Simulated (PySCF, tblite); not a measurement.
**C5H9N2Si radical: geometry, infrared bands and EPR parameters**

Aim: predict the infrared bands and EPR parameters of C5H9N2Si radical (`C[CH][SiH2]n1ccnc1`).

Computed with tblite 0.8.0 and PySCF 2.14.0, with density-fitted response routines of our own, on a single molecule in the gas phase. Atoms are numbered from 0 throughout.

### 1 The starting structure

17 atoms, charge 0, multiplicity 2; geometry from: force field or distance geometry start.

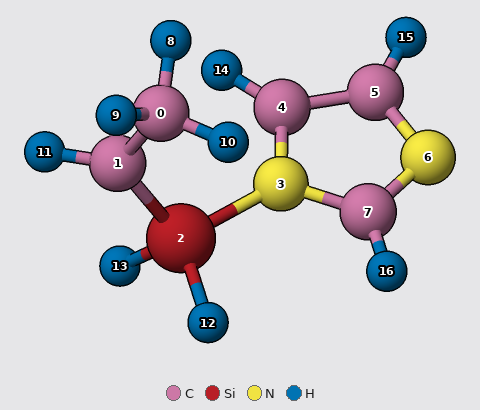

As it starts; carbon pink, silicon red, nitrogen yellow, hydrogen blue, atoms numbered.

### 2 Optimising the geometry with GFN2-xTB

The job: settings as JSON, then the geometry in Å.

```
{"job": {"kind": "relax", "xc": "GFN2-xTB", "basis": "xTB"}, "charge": 0, "multiplicity": 2}
C      2.281600     0.987700     0.006600
C      1.830800    -0.193900     0.773700
Si     0.538400    -1.321600     0.199400
N     -0.916100    -0.452100    -0.300800
C     -1.717400     0.302200     0.513700
C     -2.708500     0.761800    -0.340500
N     -2.510800     0.296700    -1.617900
C     -1.415600    -0.438200    -1.551100
H      1.842100     1.896200     0.435000
H      3.358400     1.082200     0.062000
H      1.990000     0.933100    -1.050900
H      2.231300    -0.379600     1.775200
H      1.050800    -2.106500    -0.936700
H      0.204800    -2.268500     1.286600
H     -1.543400     0.471400     1.564100
H     -3.543500     1.405700    -0.083400
H     -0.980000    -0.964500    -2.392100
```

Command:

```bash
$ OMP_NUM_THREADS=1 python probes_run.py task.json out
```

This one command runs all jobs of the session in turn.

Output:

```text
step      E/eV     max force
  0    -620.74595    1.818
  1    -620.83930    0.809
  2    -620.87177    0.477
  3    -620.90521    0.418
  4    -620.91353    0.293
  5    -620.92408    0.266
  6    -620.92972    0.221
  7    -620.93557    0.214
  8    -620.93879    0.206
  9    -620.94124    0.165
 10    -620.94335    0.159
 11    -620.94526    0.134
 12    -620.94631    0.064
 13    -620.94671    0.042
 14    -620.94698    0.044
 15    -620.94727    0.055
 16    -620.94751    0.046
 17    -620.94769    0.035
 18    -620.94783    0.029
 19    -620.94797    0.035
 20    -620.94813    0.036
 21    -620.94830    0.033
 22    -620.94849    0.032
 23    -620.94871    0.042
 24    -620.94898    0.051
 25    -620.94931    0.053
 26    -620.94965    0.043
 27    -620.94997    0.051
 28    -620.95028    0.055
 29    -620.95058    0.053
 30    -620.95088    0.049
 31    -620.95114    0.035
 32    -620.95139    0.042
 33    -620.95166    0.051
 34    -620.95197    0.054
 35    -620.95227    0.049
 36    -620.95253    0.046
 37    -620.95275    0.050
 38    -620.95295    0.051
 39    -620.95318    0.046
 40    -620.95351    0.059
 41    -620.95397    0.057
 42    -620.95463    0.065
 43    -620.95554    0.073
 44    -620.95657    0.067
 45    -620.95756    0.088
 46    -620.95795    0.151
 47    -620.95700    0.238
 48    -620.96016    0.079
 49    -620.96097    0.075
 50    -620.96273    0.122
 51    -620.96333    0.092
 52    -620.96562    0.072
 53    -620.96707    0.060
 54    -620.96794    0.065
 55    -620.96813    0.114
 56    -620.96881    0.060
 57    -620.96939    0.062
 58    -620.97057    0.066
 59    -620.97117    0.064
 60    -620.97166    0.084
 61    -620.97222    0.078
 62    -620.97289    0.075
 63    -620.97346    0.072
 64    -620.97372    0.090
 65    -620.97413    0.048
 66    -620.97441    0.042
 67    -620.97520    0.048
 68    -620.97549    0.052
 69    -620.97593    0.047
 70    -620.97617    0.038
 71    -620.97640    0.038
 72    -620.97664    0.035
 73    -620.97698    0.047
 74    -620.97736    0.069
 75    -620.97781    0.060
 76    -620.97841    0.053
 77    -620.97902    0.058
 78    -620.97944    0.057
 79    -620.98011    0.055
 80    -620.98080    0.055
 81    -620.98168    0.062
 82    -620.98234    0.169
 83    -620.97621    0.352
 84    -620.98340    0.067
 85    -620.98387    0.082
 86    -620.98457    0.054
 87    -620.98506    0.040
 88    -620.98526    0.041
 89    -620.98562    0.040
 90    -620.98582    0.036
 91    -620.98614    0.040
 92    -620.98635    0.031
 93    -620.98650    0.016
 94    -620.98658    0.023
 95    -620.98661    0.019
 96    -620.98665    0.021
 97    -620.98668    0.018
 98    -620.98672    0.022
 99    -620.98678    0.028
100    -620.98689    0.031
101    -620.98700    0.026
102    -620.98708    0.018
103    -620.98714    0.019
104    -620.98719    0.022
105    -620.98725    0.022
106    -620.98732    0.016
107    -620.98737    0.015
108    -620.98742    0.016
109    -620.98747    0.017
110    -620.98753    0.018
111    -620.98758    0.016
112    -620.98762    0.013
113    -620.98764    0.013
114    -620.98767    0.018
115    -620.98771    0.018
116    -620.98774    0.015
117    -620.98777    0.013
118    -620.98779    0.009
```

Run time: 0.86 s. Hardware: 1 thread of Arm Neoverse V1, shared host; peak memory 0.18 GiB.

Step by step: (not every step is listed)

```csv
step,energy from step 0 (eV),largest force (eV/Å)
0,0.0000,1.8178
1,-0.0933,0.8094
2,-0.1258,0.4772
3,-0.1593,0.4175
4,-0.1676,0.2929
5,-0.1781,0.2657
6,-0.1838,0.2211
7,-0.1896,0.2142
8,-0.1928,0.2063
18,-0.2019,0.0287
28,-0.2043,0.0548
38,-0.2070,0.0515
48,-0.2142,0.0790
58,-0.2246,0.0657
68,-0.2295,0.0524
78,-0.2335,0.0574
88,-0.2393,0.0414
98,-0.2408,0.0220
108,-0.2415,0.0163
113,-0.2417,0.0135
114,-0.2417,0.0181
115,-0.2418,0.0185
116,-0.2418,0.0149
117,-0.2418,0.0127
118,-0.2418,0.0093
```

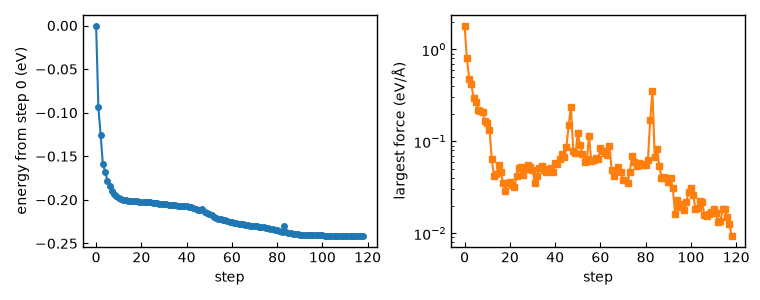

Energy and force, step by step.

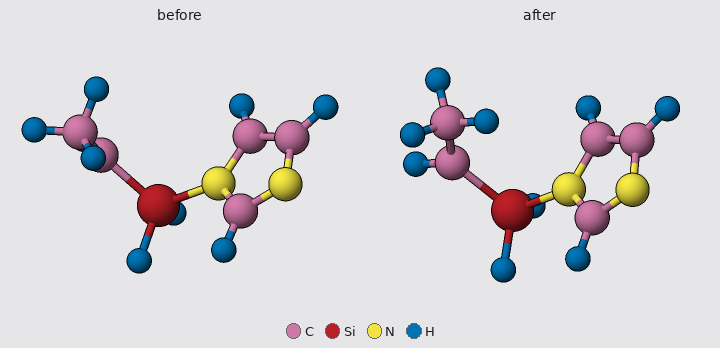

The geometry before (left) and after (right).

Close pairs (by a distance rule), those that changed most:

```csv
bond,before (Å),after (Å),change (Å)
C1–Si2,1.809,1.847,+0.039
C4–C5,1.387,1.360,-0.027
N6–C7,1.321,1.298,-0.023
C5–H15,1.085,1.072,-0.014
N3–C7,1.346,1.360,+0.013
C1–H11,1.094,1.081,-0.013
Si2–H13,1.480,1.467,-0.013
C7–H16,1.084,1.071,-0.012
```

The end geometry stands in the next job.

### 3 Harmonic vibrations with GFN2-xTB

The job: settings as JSON, then the geometry in Å.

```
{"job": {"kind": "ir", "xc": "GFN2-xTB", "basis": "xTB"}, "charge": 0, "multiplicity": 2}
C      1.959070     1.134641     0.220528
C      1.910504    -0.278288     0.650110
Si     0.551644    -1.477640     0.292017
N     -0.813238    -0.557138    -0.324724
C     -1.558359     0.366788     0.363532
C     -2.485940     0.856275    -0.502094
N     -2.335696     0.258268    -1.718768
C     -1.344203    -0.566672    -1.576688
H      2.144582     1.791527     1.075223
H      2.794488     1.295313    -0.468206
H      1.039860     1.444076    -0.270949
H      2.783290    -0.622837     1.187083
H      0.834497    -2.435934    -0.783233
H      0.083557    -2.169669     1.498200
H     -1.360583     0.581117     1.393696
H     -3.248822     1.591643    -0.340809
H     -0.961648    -1.199438    -2.351875
```

Output:

```text
mode    cm-1     km/mol
  1      21.2      0.74
  2      47.8      1.06
  3      72.6      1.24
  4     123.8      4.18
  5     173.9      0.73
  6     216.7      0.72
  7     340.7      4.34
  8     462.6     41.82
  9     482.4     38.29
 10     531.3     63.67
 11     573.3     19.13
 12     606.6      4.40
 13     640.1     11.45
 14     693.0     90.05
 15     772.2     92.43
 16     775.3    206.37
 17     782.6    207.82
 18     807.5      3.95
 19     830.4      2.92
 20     892.1     29.67
 21     942.0      1.30
 22     973.6      6.53
 23    1000.1     10.70
 24    1073.6     43.15
 25    1102.4     10.66
 26    1162.6      2.73
 27    1167.7      7.33
 28    1245.3     55.89
 29    1288.5     42.29
 30    1297.5      3.18
 31    1372.7     80.39
 32    1382.9     18.63
 33    1449.8      3.94
 34    1470.1    135.83
 35    1473.2     11.99
 36    1534.5     61.15
 37    2204.3    346.96
 38    2230.3    175.03
 39    2920.9     11.18
 40    2954.6     16.71
 41    3038.5      6.95
 42    3059.5     44.51
 43    3162.2     18.68
 44    3170.7     32.02
 45    3177.6     31.02
```

Wall time 0.62 s (1 thread of Arm Neoverse V1, shared host); peak memory 0.18 GiB.

The strongest bands and the atoms that carry them (share of the mass-weighted mode):

```csv
cm⁻¹,km/mol,atoms
693,90.0,"H12 36 %, H13 28 %, C1 15 %"
772,92.4,"H14 50 %, C4 12 %, Si2 10 %"
775,206.4,"Si2 21 %, C1 16 %, H12 16 %, H14 14 %"
783,207.8,"H13 39 %, H12 38 %, H14 13 %"
1373,80.4,"N3 27 %, C5 21 %, N6 19 %, C4 14 %"
1470,135.8,"C4 32 %, C7 27 %, C5 16 %, N6 10 %"
2204,347.0,"H12 60 %, H13 35 %"
2230,175.0,"H13 61 %, H12 37 %"
```

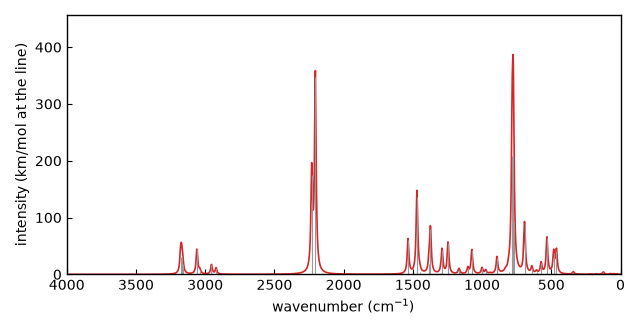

The infrared spectrum from these modes, unscaled. Lines are broadened to a width of 14 cm⁻¹ (Lorentzian).

### 4 g tensor and hyperfine couplings: B3LYP/pcH-1

Same as in step 3 but for these lines:

```diff
@@ -1,2 +1,2 @@
-{"job": {"kind": "ir", "xc": "GFN2-xTB", "basis": "xTB"}, "charge": 0, "multiplicity": 2}
+{"job": {"kind": "epr", "basis": "pcH-1"}, "charge": 0, "multiplicity": 2}
 C      1.959070     1.134641     0.220528
```

Method: UKS B3LYP, pcH-1 on C H N Si, non-relativistic, mean-field spin-orbit, GIAO.

Output:

```text
UKS, coarse grid
  cycle   1  E = -594.87268474  |g| = 3.67e-01
  cycle   2  E = -594.80145879  |g| = 5.36e-01
  cycle   3  E = -594.93354043  |g| = 1.19e-01
  cycle   4  E = -594.93841524  |g| = 5.21e-02
  cycle   5  E = -594.93958562  |g| = 1.26e-02
  cycle   6  E = -594.93964433  |g| = 5.68e-03
  cycle   7  E = -594.93965935  |g| = 1.10e-03
  cycle   8  E = -594.93966088  |g| = 8.46e-04
UKS, final grid
  cycle   1  E = -594.93967563  |g| = 1.32e-03
  cycle   2  E = -594.93967411  |g| = 2.21e-03
  cycle   3  E = -594.93967646  |g| = 1.61e-04
  cycle   4  E = -594.93967647  |g| = 3.86e-05
  cycle   5  E = -594.93967647  |g| = 3.01e-05
  cycle   6  E = -594.93967647  |g| = 7.69e-06
E = -594.93967647 Eh   <S^2> = 0.7535 (exact 0.7500)
g shifts (ppm)      1          2          3
  rmc          -125       -125       -125
  gc             -3         19         20
  oz_so          57        515        819
  total         -70        410        714
hyperfine (MHz)  atom isotope    a_iso     a_fc   dipolar eigenvalues
    0   13C     -30.70     -30.71     -3.28      0.82      2.45
    1   13C      79.74      79.85    -74.81    -73.68    148.49
    2  29Si      52.78      52.85     -2.23     -0.33      2.56
    3   14N      -0.12      -0.12     -0.17     -0.15      0.32
    4   13C      -0.13      -0.13     -0.55     -0.32      0.87
    5   13C      -0.07      -0.07     -0.26     -0.01      0.27
    6   14N       0.10       0.10     -0.11     -0.02      0.13
    7   13C      -0.47      -0.47     -0.48     -0.22      0.70
    8    1H     110.76     110.76     -5.42     -3.65      9.06
    9    1H     133.19     133.19     -5.73     -3.03      8.77
   10    1H       2.61       2.61     -4.39     -3.76      8.15
   11    1H     -55.33     -55.34    -35.40     -0.94     36.35
   12    1H      73.44      73.44     -3.45     -1.51      4.96
   13    1H      45.67      45.67     -3.41     -2.09      5.51
   14    1H       0.38       0.38     -1.90     -1.72      3.62
   15    1H      -0.08      -0.08     -0.44     -0.43      0.87
   16    1H       0.21       0.21     -1.02     -0.85      1.86
```

Run time: 1.8 min. Hardware: 1 thread of Arm Neoverse V1, shared host; peak memory 0.97 GiB.

Principal g values 2.00225, 2.00273, 2.00303; g(iso) = 2.00267, against 2.00232 for a free electron.

Mean a(iso) over the nuclei that a row names, and the largest dipolar term of the row (other rows stand at the frozen geometry):

```csv
nuclei,isotope,a(iso) (MHz),"a(iso) (G, at g = 2.0023)",largest dipolar term (MHz)
"H8, H9, H10",1H,82.2,29.3,9.1
C1,13C,79.7,28.5,148.5
"H12, H13",1H,59.6,21.3,5.5
H11,1H,-55.3,-19.7,36.3
Si2,29Si,52.8,18.8,2.6
C0,13C,-30.7,-11.0,-3.3
C7,13C,-0.5,-0.2,0.7
H14,1H,0.4,0.1,3.6
H16,1H,0.2,0.1,1.9
C4,13C,-0.1,0.0,0.9
N3,14N,-0.1,0.0,0.3
N6,14N,0.1,0.0,0.1
H15,1H,-0.1,0.0,0.9
C5,13C,-0.1,0.0,0.3
```

Mulliken spin populations:

C0 -0.08; C1 0.99; Si2 -0.02; N3 0.00; C4 0.00; C5 0.00; N6 0.00; C7 0.00; H8 0.04; H9 0.05; H10 0.00; H11 -0.04; H12 0.04; H13 0.02; H14 0.00; H15 0.00; H16 0.00

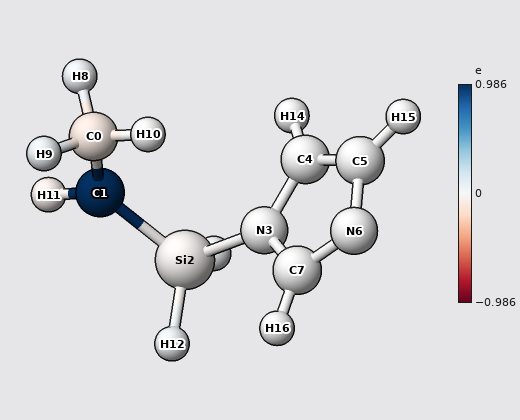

Mulliken spin populations, as colours on the atoms.

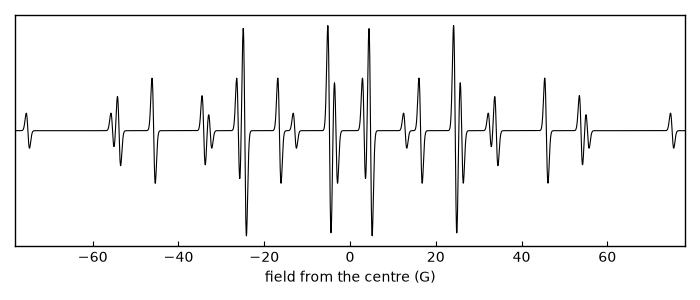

First-order isotropic spectrum (first derivative, main isotopes with spin only, couplings over 0.8 MHz, Gaussian width 0.4 G; couplings of the frozen geometry, rotation of groups not averaged beyond the rows shown).

Orbitals, density, ELF and potential are computed afterwards from the orbital file.

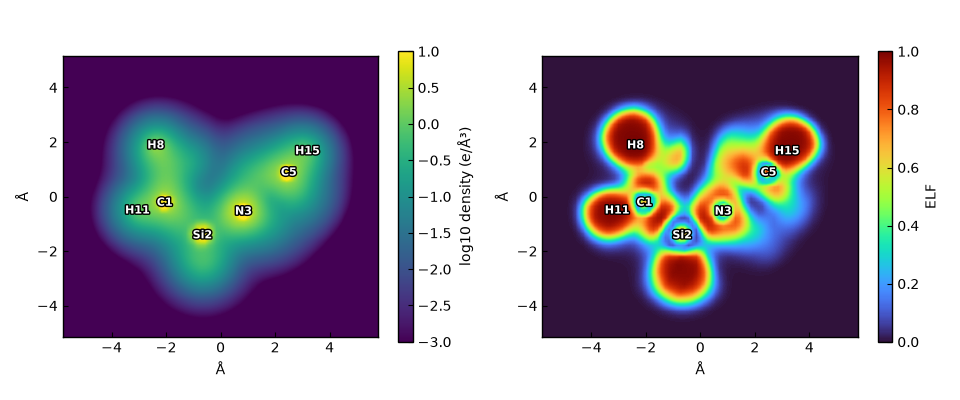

Density (left) and ELF (right) in a plane through or near 7 of the atoms.

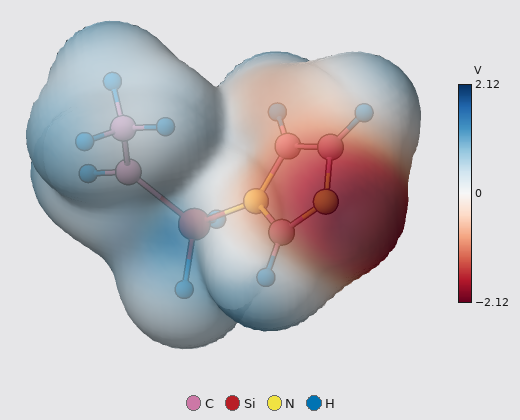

The potential that a unit positive charge feels on the 0.002 e/bohr³ surface, from -2.12 V near N6 to 1.35 V near H13.

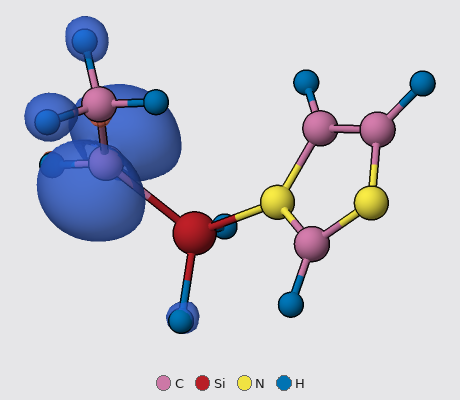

Spin density at ±0.04 e/Å³ (alpha excess blue, beta excess red).

### 5 What came out

| quantity | value |
| --- | --- |
| strongest single infrared mode (GFN2-xTB) | 2204 cm⁻¹, 347 km/mol |
| zero-point energy (GFN2-xTB) | 79.6 kcal/mol |
| g(iso) (B3LYP) | 2.00267 |
| ⟨S²⟩ | 0.754 (exact 0.75) |
| largest a(iso) (averaged by class) | 1H on H8, H9, H10, 82.2 MHz |
| potential on the surface of density 0.002 e/bohr³, 1st and 99th percentile | -2.12 V and 1.35 V |

Relaxing lowered the energy by 0.242 eV in 118 steps; the close pair that moved most is C1–Si2, from 1.809 to 1.847 Å. All 45 modes are real, so the xTB geometry is a minimum. The strongest single mode, at 2204 cm⁻¹, moves mainly H12 and H13. GFN2-xTB is a fitted tight-binding method: band positions and strengths are rough. Its intensities can rank the bands wrongly. C1 carries the largest spin population, 0.99 e. The isotropic g lies 0.4 ppt above the free-electron value. These values are for one conformer; the search (at its own cheap level) found 2 more, at 0.03, 0.31 kcal/mol (those within 0.05 may be mirror or relabelled copies), and measured spectra average over such forms.
